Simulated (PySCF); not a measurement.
```xyz
14

C     2.3241   -0.0053    0.0166
O     1.5625    0.2916    1.1525
Si   -0.0463    0.2774    1.3008
N    -0.8954   -1.1163    0.6873
Si   -2.0003   -0.2373   -0.3282
N    -1.0129    1.1216    0.1212
H     1.7984   -0.6945   -0.6454
H     2.5436    0.9141   -0.5313
H     3.2608   -0.4590    0.3464
H    -0.1797    0.6332    2.6979
H    -0.9439   -2.0529    1.0417
H    -1.8956   -0.5945   -1.7409
H    -3.3717   -0.1820    0.1727
H    -1.1443    2.1033   -0.0334
```

Geometry: GFN2-xTB.

The calculation used PBE0/pcSseg-1, SCF density, gas phase, non-relativistic in PySCF.

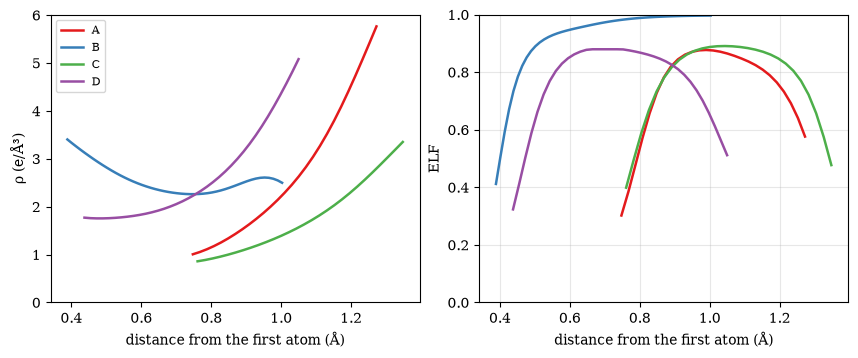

CH8N2OSi2. Total electron density and ELF along straight lines between neighbouring atoms. The curves leave out the atomic cores.

Which curve belongs to which contact (C–O, N–H, Si–N and Si–O)? The first atom named is at distance zero.

Curve A: Si–O (1.62 Å): the density is about 1.2 e/Å³ at the midpoint; the ELF peaks at about 0.90 between the atoms (a short, strongly polar bond). Curve B: N–H (1.00 Å): the density is about 2.8 e/Å³ at the midpoint; the ELF climbs to about 1 towards the hydrogen, as it does in any bond to H: an ordinary covalent bond to hydrogen. Curve C: Si–N (1.74 Å): the density is about 1 e/Å³ at the midpoint; the ELF peaks at about 0.90 between the atoms; a polar covalent bond. Curve D: C–O (1.40 Å): ρ is about 2.1 e/Å³ halfway, with its minimum of 1.8 e/Å³ about 0.5 Å from C; the ELF peaks at about 0.90 between the atoms, as expected for a shared but strongly polarised pair.
